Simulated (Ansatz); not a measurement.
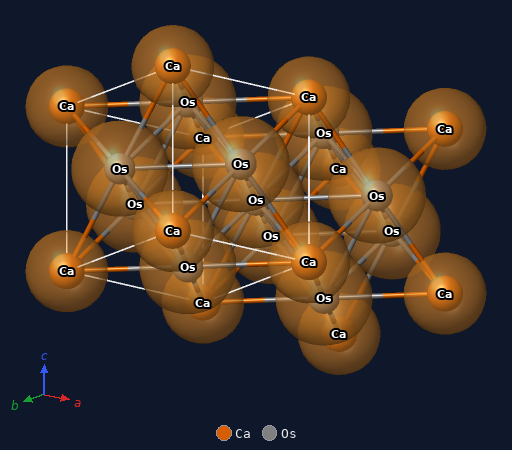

*CaOs3. Isosurface of the valence electron density at 0.5 e/Å³ (orange), seen at an oblique angle. Sticks mark near contacts.*

Space group Pm-3m; started from the Cu3Au (L1_2)_221 prototype, which need not be the ambient phase; computed without spin polarisation.

Theory: DFT PBE, scalar-relativistic, plane waves, PAW (Ansatz).

In a PAW calculation such maps are meaningful between the atoms, not at the nuclei.

Q: Which contacts does the surface bridge?

A: At this value the density breaks into separate islands; it holds about 80 % of the electrons treated as valence (semicore included). It bridges none of the near contacts. It is pinched off along the shortest Ca–Os (2.85 Å) and Os–Os (2.85 Å) contacts. On the grid the lowest density along these lines, outside the cores, is 0.22 e/Å³ (Ca–Os, 2.85 Å) and 0.37 e/Å³ (Os–Os, 2.85 Å).
